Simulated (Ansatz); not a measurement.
Partial pair distribution functions of a relaxed model of amorphous In22WO36, broadened by 0.06 Å; density 6.62 g/cm³. Computed with PBE, scalar-relativistic without spin-orbit coupling (plane waves to 420 eV, PAW; Ansatz, an electronic-structure program).

A CHGNet melt-quench gave the starting glass, which DFT then relaxed. O atoms were pushed apart under 1.9 Å during the dynamics, to hinder bonds among them. The hot cell started wider than the set density and was brought back towards it in steps. It is the lowest in DFT energy of 2 quenches. It is a model cell: composition and starting density were chosen by hand, and all elements were melted together. No dispersion term was used. Its density started from a set value of 6.68 and ended at 6.62 g/cm³. Cooling (nominally 51 K/ps over its main leg) ran many orders faster than in experiment, which tends to leave more defects and strain. One small periodic cell is one sample of the glass; other quenches scatter about these values. The volume was free in the relaxation, at fixed shape. Stress components on the final sampling reach 2.0 GPa.

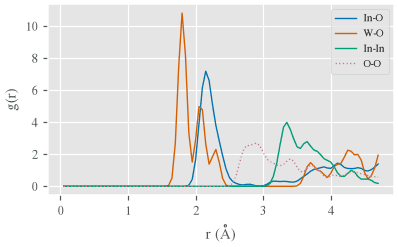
*Partial pair distribution functions*

Highest peaks under 4.5 Å: In-O near 2.15 Å, W-O near 1.80 Å, In-In near 3.35 Å, O-O near 2.90 Å; pairs of few atoms are noisy.

Within 2.88 Å each In has 5.68 O neighbours on average.
